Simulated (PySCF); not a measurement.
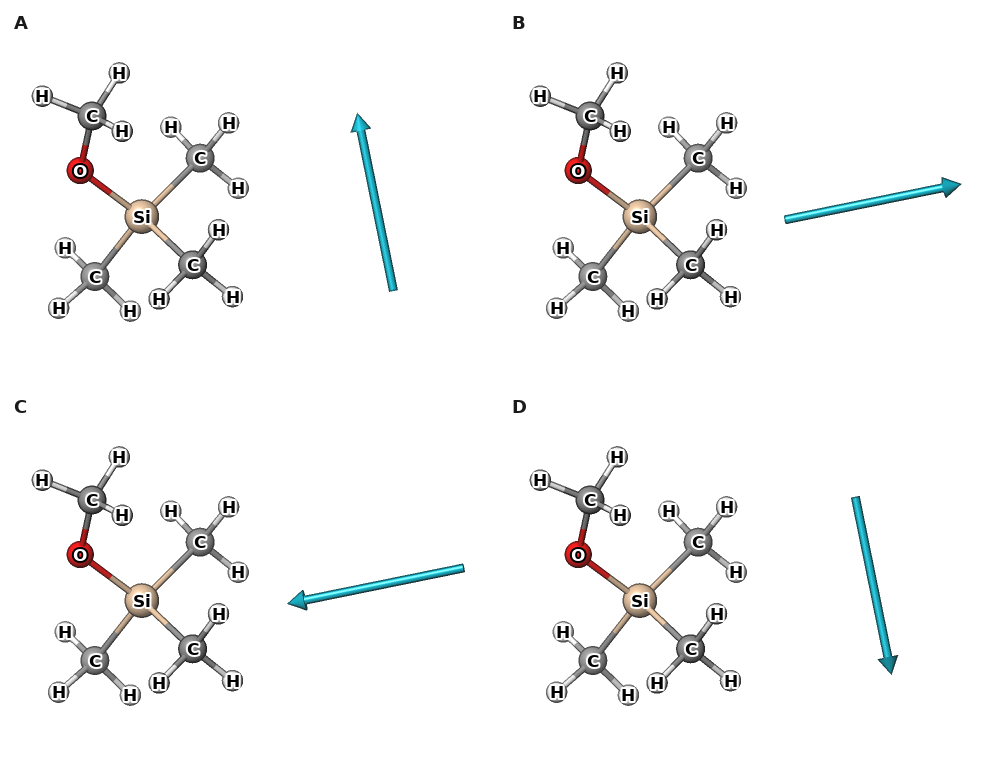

The same molecule four times, each with an arrow. The computed structure is the end point of a PBE0-D3(BJ)/def2-SVP optimisation. No frequency run is at hand to confirm it as a minimum. Properties computed with KT3/pcSseg-1, gas phase (PySCF 2.14.0).

> Which arrow points along the dipole moment, from the negative to the positive end?

B. The dipole moment is 1.04 D.
